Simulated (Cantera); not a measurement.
A closed system holds: 1 mol SiH4, 4.7 mol H2, held at 133 Pa.

Equilibrium computed with Cantera from the NASA thermochemical tables; the gas is ideal and each condensed phase is pure. Candidate condensed phases: Si; 9 gas species. Gases not in the tables: Si2H6 and higher silanes. Equilibrium is a limit: real reactors are often held back by kinetics, nucleation or transport.

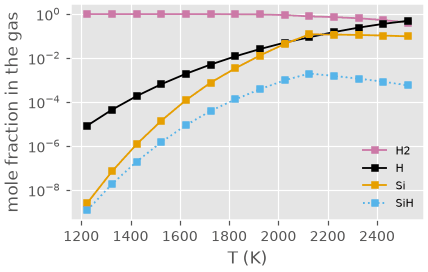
*Equilibrium gas composition (values under 1e-9 drawn at 1e-9)*

From 1225 K to 1625 K the condensed part is Si(s). From 1725 K to 2025 K the condensed part is Si(l). From 2125 K to 2525 K nothing is condensed. The main Si-bearing gas is SiH2 at 1225 K and Si at 2525 K.
